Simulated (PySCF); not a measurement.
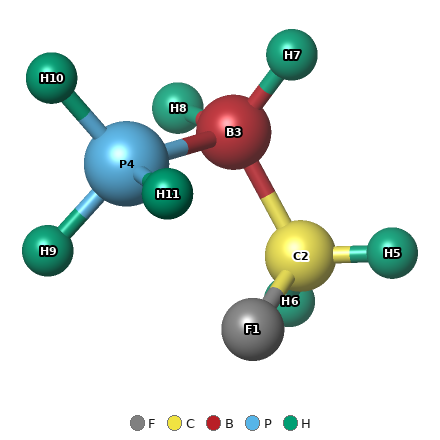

CH₇BFP, SMILES FC[BH2-][PH3+]. Vertical core-electron binding energies by ΔSCF (SCAN, pcX-2 on the ionised atom, pcseg-1 elsewhere, spin-free X2C; PySCF 2.14.0, at a GFN2-xTB geometry (no frequency check)), gas phase, against the vacuum level. One atom of each kind was ionised; within a panel, areas follow the number of like atoms and 2j + 1 (2p levels are split by first-order spin-orbit coupling, an approximation), Gaussians of 0.6 eV full width. Only the regions named are shown.

Predict the P 2p photoelectron lines.

Answer.
| level | atoms | binding energy (eV) |
| --- | --- | --- |
| P 2p1/2 | P4 | 139.0 |
| P 2p3/2 | P4 | 138.1 |

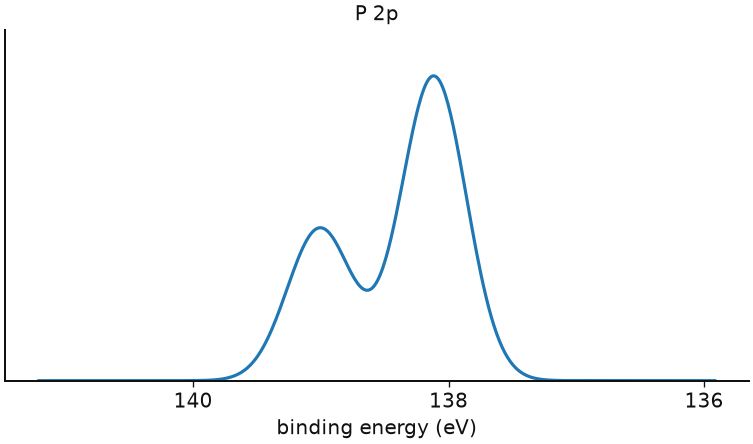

Caveats: one conformer of a flexible molecule; the tight-binding geometry is rougher than a DFT one and adds to the error.
